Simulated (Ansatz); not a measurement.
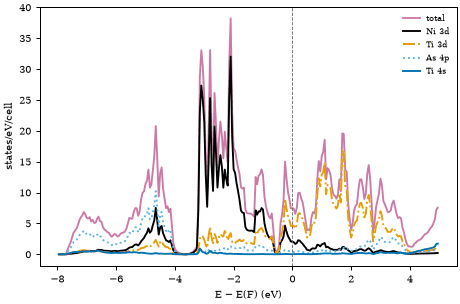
Figure. Total and projected density of states of TiNiAs in space group Pnma (No. 62; Ti on 4c, Ni on 4c, As on 4c), the program Ansatz at the r²SCAN level (PAW)

**Question.** Which orbitals carry the states next to the Fermi level?

**Answer.** Within 0.5 eV of the Fermi level: Ti 3d 63 %, Ni 3d 27 %, As 4p 5 %. Projections are on Löwdin-orthogonalised atomic valence shells; empty p or d shells of many metals are not among them.

**Question.** Where is the tallest occupied peak in this window, and what makes it?

**Answer.** Near -2.1 eV, about 38 states/eV per cell; the largest projected share is Ni 3d.

The first step of the workflow began from a Materials Project structure, measured or hypothetical; the Crystallography Open Database copy checked does not list it. Whether it is the stable phase at ambient conditions was not checked. The cell was relaxed with r²SCAN under the symmetry of its start; its stability against distortions is not shown here. The run is not spin-polarised. Spin–orbit coupling is left out wherever it is not named.

Potentials: the later of the program's two PAW sets.
